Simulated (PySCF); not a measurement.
**C₄H₈N₂PSi (doublet): density, localisation and related maps**

```yaml
atoms:
  - { symbol: C, position_ang: [3.1360, -0.3000, 0.5719] }
  - { symbol: N, position_ang: [2.0615, 0.3412, 0.4063] }
  - { symbol: C, position_ang: [0.9028, -0.2065, -0.0084] }
  - { symbol: C, position_ang: [0.5237, -1.1901, -0.8208] }
  - { symbol: C, position_ang: [-0.9526, -1.2058, -0.9953] }
  - { symbol: Si, position_ang: [-0.9641, 0.2510, 0.3007] }
  - { symbol: N, position_ang: [-1.4426, -0.0794, 1.9236] }
  - { symbol: P, position_ang: [-1.9967, 2.1534, -0.3275] }
  - { symbol: H, position_ang: [4.0139, 0.2458, 0.8857] }
  - { symbol: H, position_ang: [3.2346, -1.3766, 0.4167] }
  - { symbol: H, position_ang: [-1.2606, -0.9753, -2.0131] }
  - { symbol: H, position_ang: [-1.4060, -2.1527, -0.7089] }
  - { symbol: H, position_ang: [-1.0899, -0.8971, 2.3935] }
  - { symbol: H, position_ang: [-2.3880, 0.1207, 2.2069] }
  - { symbol: H, position_ang: [-1.1937, 2.3360, -1.4398] }
  - { symbol: H, position_ang: [-1.1858, 2.9445, 0.4644] }
```

Geometry: GFN2-xTB.

All numbers below come from PySCF 2.14.0, density-fitted response routines, UKS B3LYP, pcH-1 on C H N P Si, non-relativistic, mean-field spin-orbit, GIAO.

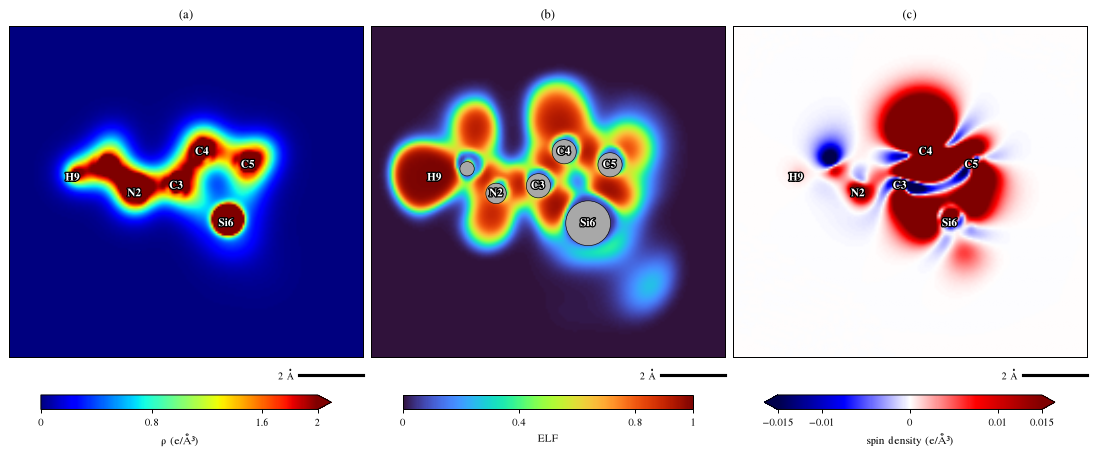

Figure 1. (a) electron density; (b) electron localisation function; (c) spin density on the plane of atoms C3, C4 and C5. Grey discs cover the atomic cores in the ELF map.

Describe what can be read from this map.

Answer. The section cuts through N, C, Si and H sites. C–C (1.33 Å): ρ at the midpoint is about 2.1 e/Å³; the ELF peaks at about 0.90 between the atoms; a short, multiple covalent bond. C–Si (1.95 Å): the density is about 0.75 e/Å³ at the midpoint; the ELF peaks at about 0.95 between the atoms, as expected for a covalent bond. C–N (1.35 Å): ρ at the midpoint is about 2.2 e/Å³; the ELF peaks at about 0.90 between the atoms (a covalent bond). The ELF also peaks beside N2 and C4, away from the bonds: non-bonding electrons, paired or unpaired. The unpaired spin (1 electron) lies mostly on C4 (about 0.7), C5 (about 0.1) and Si6 (about 0.1), in electrons by Hirshfeld's partition.

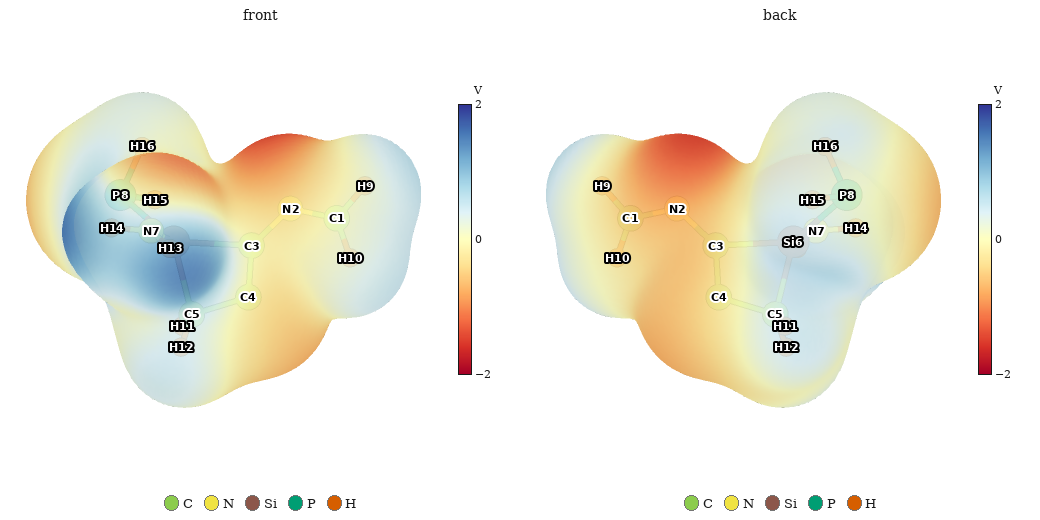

Figure 2. The molecular electrostatic potential painted on the density surface at 0.001 e/bohr³, seen from the front and from behind; the colour scale runs from red (negative) to blue (positive).

Which sites attract a positive test charge, and which a negative one?

Answer. A positive charge is drawn to the negative regions and a negative charge to the positive ones. The most negative region (about −1.4 V) lies over N2, the most positive (about +1.5 V) over H13 and H14. N2 is the likeliest acceptor of a hydrogen bond.
